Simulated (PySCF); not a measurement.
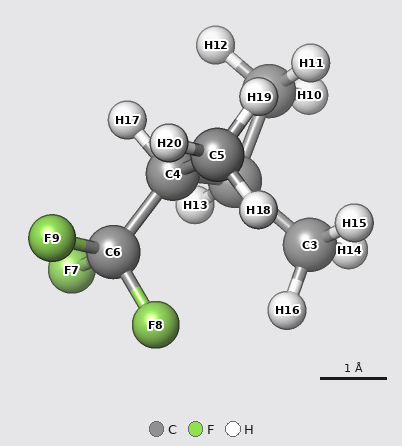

**Figure 1.** The input geometry of run 1 (ball-and-stick view, seen at a tilt; atoms are numbered from 1 in the order of the input). Bond lengths as drawn: C–C 1.52 to 1.54 Å, C–F 1.34 Å and C–H 1.10 Å.

## Two runs on C$_{6}$H$_{11}$F$_{3}$

System: C$_{6}$H$_{11}$F$_{3}$.
Method of run 1: GIAO PBE0/pcSseg-1 NMR shielding, non-relativistic, gas phase (PySCF 2.14.0).

The geometry comes from this level: PBE0-D3(BJ)/def2-SVP. Text and figures count atoms from 1; the logs count them from 0 in places.

**Input file, run 1**
```
{"job": {"kind": "nmr", "xc": "PBE0", "basis": "pcSseg-1"}, "charge": 0, "multiplicity": 1}
C      1.687548     1.101632     0.280923
C      0.726517     0.178967    -0.462855
C      1.171379    -1.276021    -0.344913
C     -0.726189     0.433238    -0.008588
C     -1.063184    -0.085811     1.384372
C     -1.746764    -0.067098    -1.012419
F     -1.497334     0.388874    -2.246105
F     -1.794194    -1.405025    -1.090739
F     -2.979248     0.343200    -0.685620
H      2.712055     0.983845    -0.103626
H      1.717132     0.875502     1.358812
H      1.405938     2.159971     0.166066
H      0.766651     0.459636    -1.528820
H      2.188239    -1.393150    -0.749254
H      1.199827    -1.603894     0.706315
H      0.509303    -1.959153    -0.894142
H     -0.876746     1.526621    -0.019840
H     -1.032239    -1.184142     1.420973
H     -0.350824     0.301542     2.125676
H     -2.070024     0.233308     1.686986
```

The first line tells a small driver script what to run in PySCF; the rest is the geometry in Å.

Launched with:
```bash
OMP_NUM_THREADS=1 python <driver script> task.json out
```

Hardware: 1 CPU thread, shared host.

**Output (run 1)**
```
coarse grid: 16600 points
cycle   1  E = -533.9769963685  dE =  1.033e+00  |g| = 9.067e-01  |ddm| = 3.716e+00
cycle   2  E = -533.8610992143  dE =  1.159e-01  |g| = 1.281e+00  |ddm| = 1.138e+00
cycle   3  E = -534.1250445008  dE = -2.639e-01  |g| = 6.899e-02  |ddm| = 6.693e-01
cycle   4  E = -534.1257767040  dE = -7.322e-04  |g| = 3.874e-02  |ddm| = 7.892e-02
cycle   5  E = -534.1261041985  dE = -3.275e-04  |g| = 6.064e-03  |ddm| = 3.425e-02
cycle   6  E = -534.1261121523  dE = -7.954e-06  |g| = 1.512e-03  |ddm| = 7.989e-03
final grid: 161152 points
cycle   7  E = -534.2002963761  dE = -6.868e-05  |g| = 9.878e-03  |ddm| = 3.524e-02
cycle   8  E = -534.2002826835  dE =  1.369e-05  |g| = 1.287e-02  |ddm| = 1.874e-02
cycle   9  E = -534.2003200969  dE = -3.741e-05  |g| = 9.082e-04  |ddm| = 1.052e-02
cycle  10  E = -534.2003202200  dE = -1.231e-07  |g| = 2.965e-04  |ddm| = 7.626e-04
cycle  11  E = -534.2003202339  dE = -1.391e-08  |g| = 7.318e-05  |ddm| = 2.086e-04
cycle  12  E = -534.2003202350  dE = -1.037e-09  |g| = 1.901e-05  |ddm| = 7.447e-05
cycle  13  E = -534.2003202350  dE = -6.798e-11  |g| = 4.228e-06  |ddm| = 1.574e-05
converged SCF energy = -534.2003202350

GIAO shielding tensors (ppm)
atom      isotropic    diamagn.    paramagn.     s11        s22        s33       span
  0 C      160.989     247.073     -86.083    137.625    157.685    187.659     50.034
  1 C      157.148     246.650     -89.503    149.351    157.427    164.665     15.315
  2 C      167.538     247.874     -80.337    155.192    162.226    185.194     30.002
  3 C      139.317     251.623    -112.306    125.017    137.384    155.551     30.534
  4 C      177.533     247.373     -69.840    172.675    173.488    186.436     13.760
  5 C       50.630     245.487    -194.857     44.553     47.911     59.426     14.873
  6 F      265.113     474.889    -209.776    173.535    275.070    346.733    173.198
  7 F      270.343     475.842    -205.499    187.797    285.875    337.359    149.562
  8 F      258.400     472.207    -213.807    168.179    260.298    346.722    178.543
  9 H       30.195      29.463       0.732     25.733     27.622     37.231     11.498
 10 H       30.283      30.704      -0.421     26.109     29.551     35.189      9.080
 11 H       30.442      30.214       0.228     25.832     27.913     37.582     11.750
 12 H       29.291      32.998      -3.707     24.760     29.137     33.977      9.217
 13 H       30.506      29.896       0.609     25.972     27.835     37.711     11.739
 14 H       30.586      31.118      -0.532     26.615     29.652     35.491      8.877
 15 H       29.902      30.697      -0.795     23.908     30.095     35.703     11.795
 16 H       29.635      33.432      -3.797     26.429     29.039     33.438      7.010
 17 H       30.275      30.550      -0.275     26.474     28.826     35.527      9.053
 18 H       30.374      30.793      -0.419     24.749     29.734     36.640     11.891
 19 H       30.107      29.136       0.971     24.776     28.432     37.113     12.337
```

For run 2 the input was changed thus:
```diff
-"xc": "PBE0"
+"xc": "wB97X-D"
+"pop": false
```

Predict how the results change.

The total energies belong to different methods, so their difference says nothing on which is more stable or more accurate. The HOMO goes from −9.31 to −11.23 eV. The LUMO goes from 1.21 to 3.02 eV. The dipole moment goes from 2.29 to 2.34 D. Of all shieldings, the largest change is that of F9, by +3.0 ppm. The functional changes from PBE0 to wB97X-D. The SCF takes 12 iterations against 13.

**Output (run 2)**
```
coarse grid: 16600 points
cycle   1  E = -534.3734819890  dE =  1.319e+00  |g| = 9.443e-01  |ddm| = 3.675e+00
cycle   2  E = -534.3625148086  dE =  1.097e-02  |g| = 1.079e+00  |ddm| = 9.675e-01
cycle   3  E = -534.5323260437  dE = -1.698e-01  |g| = 5.352e-02  |ddm| = 4.977e-01
cycle   4  E = -534.5328085559  dE = -4.825e-04  |g| = 2.597e-02  |ddm| = 5.278e-02
cycle   5  E = -534.5329492834  dE = -1.407e-04  |g| = 4.382e-03  |ddm| = 2.358e-02
cycle   6  E = -534.5329542033  dE = -4.920e-06  |g| = 1.052e-03  |ddm| = 5.135e-03
final grid: 161152 points
cycle   7  E = -534.6100608270  dE = -2.697e-04  |g| = 8.150e-03  |ddm| = 5.003e-02
cycle   8  E = -534.6100646956  dE = -3.869e-06  |g| = 7.629e-03  |ddm| = 1.198e-02
cycle   9  E = -534.6100730864  dE = -8.391e-06  |g| = 7.529e-04  |ddm| = 4.341e-03
cycle  10  E = -534.6100731935  dE = -1.071e-07  |g| = 4.216e-04  |ddm| = 1.092e-03
cycle  11  E = -534.6100732292  dE = -3.570e-08  |g| = 5.241e-05  |ddm| = 3.738e-04
cycle  12  E = -534.6100732301  dE = -8.304e-10  |g| = 2.003e-05  |ddm| = 1.007e-04
converged SCF energy = -534.6100732301

GIAO shielding tensors (ppm)
atom      isotropic    diamagn.    paramagn.     s11        s22        s33       span
  0 C      161.016     246.949     -85.932    138.085    157.870    187.094     49.009
  1 C      157.772     246.816     -89.045    149.928    157.857    165.530     15.602
  2 C      167.348     247.840     -80.492    155.107    162.259    184.677     29.570
  3 C      139.328     251.812    -112.485    124.592    137.251    156.141     31.549
  4 C      176.953     247.332     -70.379    171.841    173.250    185.767     13.926
  5 C       50.730     245.915    -195.185     44.350     47.768     60.073     15.723
  6 F      267.638     475.227    -207.588    176.013    277.613    349.288    173.275
  7 F      272.655     476.172    -203.517    189.373    288.235    340.357    150.985
  8 F      261.437     472.515    -211.079    171.142    263.565    349.602    178.460
  9 H       30.301      29.545       0.756     25.831     27.725     37.345     11.514
 10 H       30.392      30.909      -0.517     26.212     29.650     35.313      9.101
 11 H       30.553      30.348       0.204     25.940     28.062     37.656     11.716
 12 H       29.477      33.187      -3.710     24.954     29.334     34.142      9.188
 13 H       30.598      30.002       0.597     26.058     27.928     37.809     11.751
 14 H       30.682      31.347      -0.665     26.733     29.728     35.585      8.852
 15 H       30.003      30.875      -0.872     24.033     30.209     35.767     11.734
 16 H       29.790      33.625      -3.835     26.583     29.236     33.551      6.968
 17 H       30.357      30.764      -0.408     26.582     28.924     35.564      8.981
 18 H       30.473      31.005      -0.532     24.879     29.817     36.722     11.843
 19 H       30.187      29.250       0.937     24.863     28.520     37.179     12.316
```

**The two runs side by side**

| quantity | run 1 | run 2 |
| --- | --- | --- |
| outcome | converged | converged |
| total energy (hartree) | −534.200320 | −534.610073 |
| HOMO (eV) | −9.31 | −11.23 |
| LUMO (eV) | 1.21 | 3.02 |
| dipole moment (D) | 2.29 | 2.34 |
| shielding of C2 (ppm) | 157.1 | 157.8 |
| shielding of C3 (ppm) | 167.5 | 167.3 |
| shielding of C5 (ppm) | 177.5 | 177.0 |
| shielding of F7 (ppm) | 265.1 | 267.6 |
| shielding of F8 (ppm) | 270.3 | 272.7 |
| shielding of F9 (ppm) | 258.4 | 261.4 |
| shielding of H13 (ppm) | 29.3 | 29.5 |
| SCF iterations | 13 | 12 |
| basis functions | 208 | 208 |
| wall time (shared host) | 39 s | 44 s |
